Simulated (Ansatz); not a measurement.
# CH₉GeN₃: up Jacob's ladder to CCSD(T), part 2 of 2

Ansatz 0.2.0, Gaussian basis; functionals in def2-TZVPP, the program's frozen cores in correlated methods.

### 17 ωB97M-V (range-separated)

Input file in.yaml:

```yaml
crystal:
  periodic: [false, false, false]
  atoms:
    - {symbol: C, position_ang: [-1.638139, 0.709702, 0.163268]}
    - {symbol: Ge, position_ang: [0.142892, -0.046818, -0.044537]}
    - {symbol: N, position_ang: [1.197822, 0.703388, 1.263033]}
    - {symbol: N, position_ang: [-0.060977, -1.872561, -0.146656]}
    - {symbol: N, position_ang: [1.103470, 0.312556, -1.559303]}
    - {symbol: H, position_ang: [-2.286190, 0.366226, -0.643755]}
    - {symbol: H, position_ang: [-2.081007, 0.405540, 1.114329]}
    - {symbol: H, position_ang: [-1.585894, 1.798737, 0.140424]}
    - {symbol: H, position_ang: [0.816844, 0.683108, 2.198084]}
    - {symbol: H, position_ang: [2.146981, 0.357429, 1.286141]}
    - {symbol: H, position_ang: [-0.635697, -2.289866, 0.571225]}
    - {symbol: H, position_ang: [0.805370, -2.388028, -0.216527]}
    - {symbol: H, position_ang: [1.356292, 1.281764, -1.684177]}
    - {symbol: H, position_ang: [0.705132, -0.050277, -2.412848]}
basis:
  gaussian: {orbitals: def2-TZVPP}
hamiltonian: {xc: {name: wB97M-V}}
output: {forces: true, orbitals: {seedname: orbitals}}
```

Started as:

```bash
$ ansatz run in.yaml --threads 4 --pin off --events-out ev --progress --plain --max-ram 11315MiB
```

Standard output (excerpt; [...] marks lines left out):

```text
Functional definition: wB97M-V
  name "wB97M-V"
  cite "Mardirossian & Head-Gordon, J. Chem. Phys. 144, 214110 (2016) doi:10.1063/1.4952647"
  cite "Becke, J. Chem. Phys. 107, 8554 (1997) doi:10.1063/1.475007"
  cite "Vydrov & Van Voorhis, J. Chem. Phys. 133, 244103 (2010) doi:10.1063/1.3521275"
  # Of w^i u^j: cxij and so on, Table III.
[...]
  gx(w, u) = 1 - cx + cx01*u + cx10*w
[...]
Atom 10 at    -0.635697    -2.289866     0.571225 Å, force     0.015470    -0.010696    -0.020094 eV/Å
Atom 11 at     0.805370    -2.388028    -0.216527 Å, force    -0.031853    -0.004319     0.002918 eV/Å
Atom 12 at     1.356292     1.281764    -1.684177 Å, force     0.000811    -0.025607    -0.016231 eV/Å
Atom 13 at     0.705132    -0.050277    -2.412848 Å, force     0.022661     0.018665     0.007292 eV/Å
Dipole moment:    -0.098448    -0.060864     0.199257 e Å
```

Wall time 19 s (4 threads of Arm Neoverse V2, shared host); peak memory 1.3 GiB.

With the free atoms at this level, -62120.251 eV in sum, the atomisation energy is 4862.3 kJ/mol. HOMO -9.10 eV, LUMO 1.94 eV.

### 18 B2PLYP (double hybrid)

Edit in.yaml of step 17 so:

```diff
@@ -19,3 +19,2 @@
   gaussian: {orbitals: def2-TZVPP}
-hamiltonian: {xc: {name: wB97M-V}}
-output: {forces: true, orbitals: {seedname: orbitals}}
+hamiltonian: {xc: {name: B2PLYP}}
```

The command is unchanged.

Standard output (excerpt; [...] marks lines left out):

```text
Functional definition: B2PLYP
  name "B2PLYP"
  cite "Grimme, J. Chem. Phys. 124, 034108 (2006) doi:10.1063/1.2148954"
  cite "Becke, Phys. Rev. A 38, 3098 (1988) doi:10.1103/PhysRevA.38.3098"
  cite "Lee, Yang & Parr, Phys. Rev. B 37, 785 (1988) doi:10.1103/PhysRevB.37.785"
[...]
1761 factors; integrals over basis functions are off by at most 1.1e-3 eV
[...]
mean field -62152.07450344 eV, -2284.0466098121 hartree, gradient 6.7e-6 eV, S^2 0.000000; 0 other end points of the search recorded, 0 dependent functions left out
13 core orbitals not correlated: weight in the atoms' cores, before any rotation towards them, 1.000 or more for the frozen orbitals, at most 0.000 for the correlated occupied ones
reference -62152.07468405 eV, -2284.0466164496 hartree; 21, 21 occupied and 264, 264 virtual orbitals, 1761 factors
second order -35.80038825 eV of doubles, -0.00000000 eV of singles
Total energy: -62161.74078888 eV, -2284.4018392501 hartree
```

Run time: 9.5 s. Hardware: 4 threads of Arm Neoverse V2, shared host; peak memory 0.92 GiB.

With the free atoms at this level, -62111.971 eV in sum, the atomisation energy is 4802.0 kJ/mol.

### 19 PBE-QIDH (double hybrid)

Edit in.yaml of step 18 so:

```diff
@@ -19,2 +19,2 @@
   gaussian: {orbitals: def2-TZVPP}
-hamiltonian: {xc: {name: B2PLYP}}
+hamiltonian: {xc: {name: PBE-QIDH}}
```

Launched as before.

Standard output (excerpt; [...] marks lines left out):

```text
Functional definition: PBE-QIDH
  name "PBE-QIDH"
  cite "Brémond, Sancho-García, Pérez-Jiménez & Adamo, J. Chem. Phys. 141, 031101 (2014) doi:10.1063/1.4890314"
  cite "Perdew, Burke & Ernzerhof, Phys. Rev. Lett. 77, 3865 (1996) doi:10.1103/PhysRevLett.77.3865"
[...]
1761 factors; integrals over basis functions are off by at most 1.1e-3 eV
[...]
mean field -62142.09682721 eV, -2283.6799369738 hartree, gradient 1.9e-6 eV, S^2 0.000000; 0 other end points of the search recorded, 0 dependent functions left out
13 core orbitals not correlated: weight in the atoms' cores, before any rotation towards them, 1.000 or more for the frozen orbitals, at most 0.000 for the correlated occupied ones
reference -62142.09684058 eV, -2283.6799374652 hartree; 21, 21 occupied and 264, 264 virtual orbitals, 1761 factors
second order -33.23031144 eV of doubles, -0.00000000 eV of singles
Total energy: -62153.17361106 eV, -2284.0870012723 hartree
```

Run time: 10 s. Hardware: 4 threads of Arm Neoverse V2, shared host; peak memory 0.92 GiB.

With the free atoms at this level, -62103.514 eV in sum, the atomisation energy is 4791.4 kJ/mol.

### 20 Orbital energies across the functionals

Dipoles come from the runs that computed forces. Levels are read from the orbital files that the runs wrote:

| functional | HOMO (eV) | LUMO (eV) | gap (eV) | dipole (D) |
| --- | --- | --- | --- | --- |
| LDA (SPW92) | -5.44 | -0.36 | 5.08 |  |
| PBE-D4 | -5.27 | -0.23 | 5.04 | 1.01 |
| revPBE-D4 | -5.21 | -0.15 | 5.05 |  |
| BLYP-D4 | -5.16 | -0.27 | 4.89 |  |
| r2SCAN-D4 | -5.58 | 0.44 | 6.03 | 1.06 |
| B97M-V | -5.67 | -0.08 | 5.59 |  |
| PBE0-D4 | -6.72 | 0.57 | 7.30 |  |
| B3LYP-D4 | -6.48 | 0.21 | 6.69 | 1.08 |
| r2SCANh-D4 | -6.12 | 0.68 | 6.81 |  |
| r2SCAN0-D4 | -6.94 | 1.02 | 7.96 |  |
| HSE06-D4 | -6.32 | 0.21 | 6.53 |  |
| BHLYP-D4 | -8.10 | 1.15 | 9.25 |  |
| CAM-B3LYP-D4 | -8.17 | 1.30 | 9.47 |  |
| LC-ωPBE | -9.58 | 2.63 | 12.22 |  |
| ωB97X-V | -9.20 | 2.39 | 11.58 |  |
| ωB97M-V | -9.10 | 1.94 | 11.05 | 1.11 |

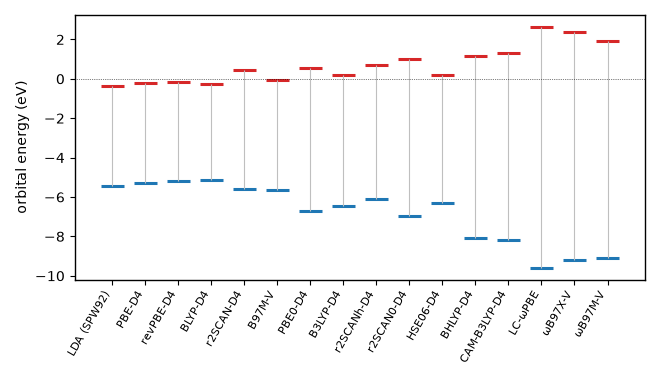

Highest occupied (blue) and lowest empty (red) level by functional.

### 21 CCSD(T) in def2-SVP

Edit in.yaml of step 19 so:

```diff
@@ -18,3 +18,3 @@
 basis:
-  gaussian: {orbitals: def2-TZVPP}
-hamiltonian: {xc: {name: PBE-QIDH}}
+  gaussian: {orbitals: def2-SVP}
+correlation: {method: ccsd_t}
```

The command is unchanged.

Standard output (excerpt; [...] marks lines left out):

```text
Functional definition: HF
  name "HF"
  cite "Fock, Z. Phys. 61, 126 (1930) doi:10.1007/BF01340294"
  parent pbe
[...]
1362 factors; integrals over basis functions are off by at most 1.2e-3 eV
[...]
mean field -62081.64481605 eV, -2281.4583665394 hartree, gradient 2.0e-6 eV, S^2 0.000000; 0 other end points of the search recorded, 0 dependent functions left out
13 core orbitals not correlated: weight in the atoms' cores, before any rotation towards them, 1.000 or more for the frozen orbitals, at most 0.000 for the correlated occupied ones
reference -62081.64481605 eV, -2281.4583665394 hartree; 21, 21 occupied and 99, 99 virtual orbitals, 1362 factors
second order -24.34298280 eV of doubles, -0.00000000 eV of singles
cycle   1  -24.74539226 eV  change   -4.0e-1 eV  update   1.0e-1
[...]
cycle   8  -25.46319327 eV  change    1.1e-5 eV  update   3.9e-5
perturbative correction -0.69826637 eV, -0.0256608156 hartree
Total energy: -62107.80627568 eV, -2282.4197824481 hartree
```

Wall time 23 s (4 threads of Arm Neoverse V2, shared host); peak memory 0.98 GiB.

### 22 CCSD(T) in def2-TZVPP

Edit in.yaml of step 21 so:

```diff
@@ -18,3 +18,4 @@
 basis:
-  gaussian: {orbitals: def2-SVP}
+  gaussian: {orbitals: def2-TZVPP}
 correlation: {method: ccsd_t}
+output: {orbitals: {seedname: orbitals}}
```

Same command.

Standard output (excerpt; [...] marks lines left out):

```text
Functional definition: HF
  name "HF"
  cite "Fock, Z. Phys. 61, 126 (1930) doi:10.1007/BF01340294"
  parent pbe
[...]
1761 factors; integrals over basis functions are off by at most 1.1e-3 eV
[...]
mean field -62095.82379471 eV, -2281.9794343945 hartree, gradient 1.2e-6 eV, S^2 0.000000; 0 other end points of the search recorded, 0 dependent functions left out
13 core orbitals not correlated: weight in the atoms' cores, before any rotation towards them, 1.000 or more for the frozen orbitals, at most 0.000 for the correlated occupied ones
reference -62095.82379471 eV, -2281.9794343945 hartree; 21, 21 occupied and 264, 264 virtual orbitals, 1761 factors
second order -29.63125583 eV of doubles, -0.00000000 eV of singles
cycle   1  -29.69652005 eV  change   -6.5e-2 eV  update   1.1e-1
[...]
cycle   8  -30.50028771 eV  change    1.0e-5 eV  update   4.9e-5
perturbative correction -1.17452114 eV, -0.0431628556 hartree
Total energy: -62127.49860356 eV, -2283.1434621496 hartree
```

It took 20 min on 4 threads of Arm Neoverse V2, shared host; peak memory 4.7 GiB.

### 23 MP2 in def2-QZVPP

Edit in.yaml of step 22 so:

```diff
@@ -18,4 +18,3 @@
 basis:
-  gaussian: {orbitals: def2-TZVPP}
-correlation: {method: ccsd_t}
-output: {orbitals: {seedname: orbitals}}
+  gaussian: {orbitals: "def2-QZVPP.json"}
+correlation: {method: mp2}
```

Launched as before.

Standard output (excerpt; [...] marks lines left out):

```text
Functional definition: HF
  name "HF"
  cite "Fock, Z. Phys. 61, 126 (1930) doi:10.1007/BF01340294"
  parent pbe
[...]
3547 factors; integrals over basis functions are off by at most 1.2e-3 eV
[...]
mean field -62097.24300513 eV, -2282.0315894154 hartree, gradient 2.0e-6 eV, S^2 0.000000; 0 other end points of the search recorded, 0 dependent functions left out
13 core orbitals not correlated: weight in the atoms' cores, before any rotation towards them, 1.000 or more for the frozen orbitals, at most 0.000 for the correlated occupied ones
reference -62097.24300513 eV, -2282.0315894154 hartree; 21, 21 occupied and 553, 553 virtual orbitals, 3547 factors
second order -38.36614899 eV of doubles, -0.00000000 eV of singles
Total energy: -62135.60915412 eV, -2283.4415193853 hartree
```

It took 51 s on 4 threads of Arm Neoverse V2, shared host; peak memory 4.9 GiB.

Energy pieces by basis (eV):

| basis | HF | MP2 correlation | CCSD correlation | (T) | total |
| --- | --- | --- | --- | --- | --- |
| def2-SVP | -62081.6448 | -24.3430 | -25.4632 | -0.6983 | -62107.8063 |
| def2-TZVPP | -62095.8238 | -29.6313 | -30.5003 | -1.1745 | -62127.4986 |
| def2-QZVPP | -62097.2430 | -38.3661 |  |  | -62135.6092 (MP2) |

The report of the def2-TZVPP run gives T1 = 0.0099.

### 24 Extrapolating to the complete basis

This step is arithmetic on the last runs, with X = 3 and 4: exp(−7.88√X) for Hartree-Fock, X^−2.97 for correlation; only MP2 was run in the larger set, so CCSD(T) minus MP2 is added from the smaller one.

| level | energy at the limit (eV) |
| --- | --- |
| HF | -62097.4385 |
| MP2 | -62142.2749 |
| CCSD | -62143.1440 |
| CCSD(T) | -62144.3185 |

This is no true limit for total energies: MP2 correlation changes by a factor of 1.29 from triple to quadruple zeta (about 1.07 in light molecules), because outer-core shells are correlated in sets not made for them. Much of that cancels between molecule and atoms or ions.

### 25 RPA on PBE orbitals

Edit in.yaml of step 23 so:

```diff
@@ -18,3 +18,4 @@
 basis:
-  gaussian: {orbitals: "def2-QZVPP.json"}
-correlation: {method: mp2}
+  gaussian: {orbitals: def2-TZVPP}
+hamiltonian: {xc: pbe}
+correlation: {method: rpa}
```

The command is unchanged.

Standard output (excerpt; [...] marks lines left out):

```text
Functional definition: PBE
  name "PBE"
  cite "Perdew, Burke & Ernzerhof, Phys. Rev. Lett. 77, 3865 (1996) doi:10.1103/PhysRevLett.77.3865"
  parent pbe
[...]
1761 factors; integrals over basis functions are off by at most 1.1e-3 eV
[...]
mean field -62160.53642008 eV, -2284.3575795130 hartree, gradient 3.8e-6 eV, S^2 0.000000; 1 other end points of the search recorded, 0 dependent functions left out
13 core orbitals not correlated: weight in the atoms' cores, before any rotation towards them, 1.000 or more for the frozen orbitals, at most 0.000 for the correlated occupied ones
reference -62094.00999871 eV, -2281.9127786208 hartree; 21, 21 occupied and 264, 264 virtual orbitals, 1761 factors
Total energy: -62141.01601535 eV, -2283.6402178706 hartree
```

It took 12 s on 4 threads of Arm Neoverse V2, shared host; peak memory 0.92 GiB.

RPA correlation: -47.006 eV. No RPA run of the hydrogen atom was made, so RPA has no atomisation energy below.

### 26 All levels against the reference

Free atoms (1 C, 1 Ge, 3 N, 9 H) were run apart at each level; the atomisation energy is their sum less the molecule, without zero-point or spin-orbit terms.

Differences are taken before rounding.

| method | rung | atoms, summed (eV) | atomisation energy (kJ/mol) | from CCSD(T)/CBS (kJ/mol) | time |
| --- | --- | --- | --- | --- | --- |
| LDA (SPW92) | LDA | -61984.986 | 5552.3 | +685.6 | 1.8 s |
| PBE-D4 | GGA | -62109.736 | 4929.8 | +63.1 | 3.6 s |
| revPBE-D4 | GGA | -62121.066 | 4806.2 | -60.5 | 3 s |
| BLYP-D4 | GGA | -62125.620 | 4860.6 | -6.1 | 3.5 s |
| r2SCAN-D4 | meta-GGA | -62123.014 | 4821.2 | -45.5 | 7.5 s |
| B97M-V | meta-GGA | -62114.783 | 4845.0 | -21.8 | 14 s |
| PBE0-D4 | hybrid | -62112.746 | 4834.2 | -32.5 | 5.5 s |
| B3LYP-D4 | hybrid | -62127.838 | 4861.7 | -5.0 | 8.5 s |
| r2SCANh-D4 | hybrid | -62122.852 | 4790.4 | -76.3 | 8.5 s |
| r2SCAN0-D4 | hybrid | -62122.631 | 4746.3 | -120.4 | 8.5 s |
| HSE06-D4 | hybrid | -62112.405 | 4837.4 | -29.4 | 6 s |
| BHLYP-D4 | hybrid | -62123.900 | 4709.2 | -157.5 | 5.5 s |
| CAM-B3LYP-D4 | range-separated | -62126.651 | 4883.7 | +17.0 | 6 s |
| LC-ωPBE | range-separated | -62115.762 | 4822.9 | -43.8 | 4.1 s |
| ωB97X-V | range-separated | -62118.927 | 4877.5 | +10.8 | 12 s |
| ωB97M-V | range-separated | -62120.251 | 4862.3 | -4.4 | 19 s |
| B2PLYP | double hybrid | -62111.971 | 4802.0 | -64.7 | 9.5 s |
| PBE-QIDH | double hybrid | -62103.514 | 4791.4 | -75.3 | 10 s |
| HF/def2-TZVPP | wavefunction | -62061.553 | 3306.6 | -1560.1 |  |
| MP2/def2-TZVPP | wavefunction | -62076.053 | 4766.6 | -100.1 |  |
| CCSD/def2-TZVPP | wavefunction | -62078.101 | 4652.8 | -213.9 |  |
| CCSD(T)/def2-SVP | wavefunction | -62061.366 | 4480.8 | -385.9 | 23 s |
| CCSD(T)/def2-TZVPP | wavefunction | -62078.514 | 4726.3 | -140.4 | 20 min |
| MP2/CBS | wavefunction | -62091.417 | 4907.0 | +40.3 |  |
| CCSD(T)/CBS | wavefunction | -62093.878 | 4866.7 | 0 | 21 min |

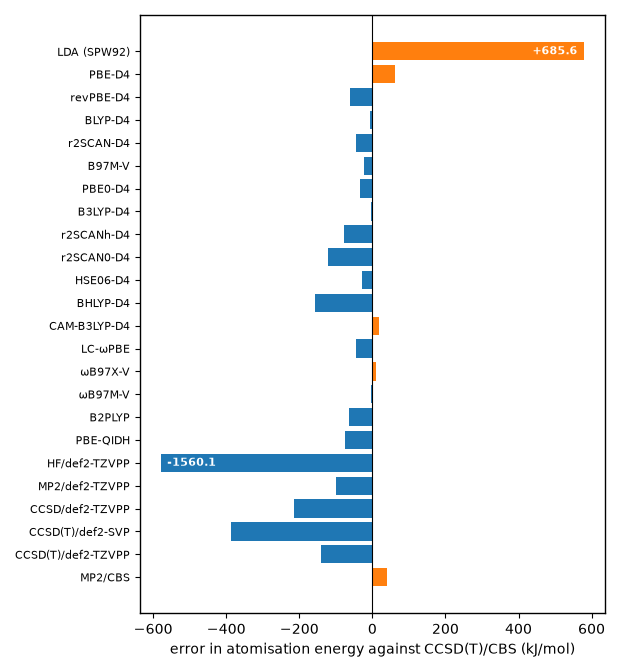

Deviations from CCSD(T)/CBS, method by method. Bars with a number in them are cut short.

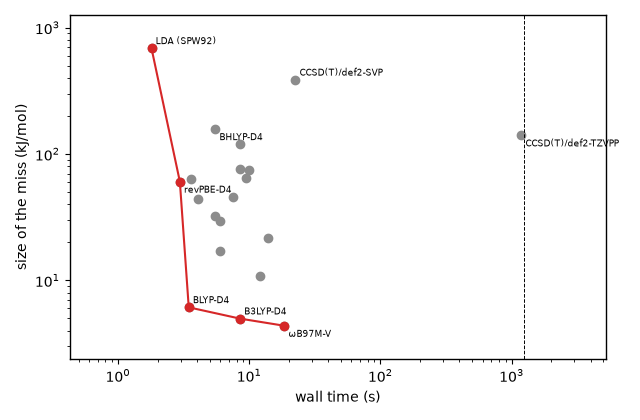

Miss against cost. Red marks the levels that no quicker level drawn beats (of those quicker than the yardstick), and the dashed line is the time of CCSD(T)/CBS. Only those levels and the largest misses are named. Times are from a shared host.

LDA (SPW92), LC-ωPBE, B2PLYP, PBE-QIDH carry no dispersion term (for B3LYP, D4 adds 45.2 kJ/mol).

Times are those of the molecule's run; HF, MP2 and CCSD come out of the CCSD(T) runs, and the limit's time is the sum of the runs that it needs.

### 27 Outcome

This closing draws on all 2 parts.

| quantity | value |
| --- | --- |
| atomisation energy, CCSD(T)/CBS | 4866.7 kJ/mol |
| functionals within 48.7 kJ/mol (1.0 %) | BLYP-D4, r2SCAN-D4, B97M-V, PBE0-D4, B3LYP-D4, HSE06-D4, CAM-B3LYP-D4, LC-ωPBE, ωB97X-V, ωB97M-V |
| farthest beyond LDA | BHLYP-D4 (-157.5 kJ/mol) |
| mean size of error, GGA | 43.2 kJ/mol |
| mean size of error, meta-GGA | 33.6 kJ/mol |
| mean size of error, hybrid | 70.2 kJ/mol |
| mean size of error, range-separated | 19.0 kJ/mol |
| mean size of error, double hybrid | 70.0 kJ/mol |
| gap, smallest and largest | 4.89 eV (BLYP-D4), 12.22 eV (LC-ωPBE) |
| T1 diagnostic | 0.0099 |
| triples share of the correlation energy | 3.7 % |

LDA overbinds by 685.6 kJ/mol (14 %). PBE-D4 is off by +63.1 kJ/mol. Double hybrids carry the basis error of their MP2 part in triple zeta, and no dispersion term here, so their miss is partly the set-up's. The rungs range-separated, meta-GGA, GGA miss on average by less than the doubt on the reference (48.7 kJ/mol), so they tie. The reference freezes the cores and leaves out relativity and excitations past (T), and its outer-core shells are covered unevenly, so misses under about 48.7 kJ/mol can't be ranked. Hartree-Fock recovers 68 % of the binding; the rest is correlation. CCSD(T) in def2-SVP is off by -385.9 kJ/mol, which most functionals beat. Orbital gaps span 4.9 to 12.2 eV; exact exchange widens them. Correlated methods include outer-core shells of Ge, which these sets cover unevenly.

ωB97M-V reaches 4.4 kJ/mol from the reference in 19 s, where CCSD(T)/CBS took 21 min; the quickest level in the cost chart, LDA (SPW92), takes 1.8 s and misses by 685.6 kJ/mol.
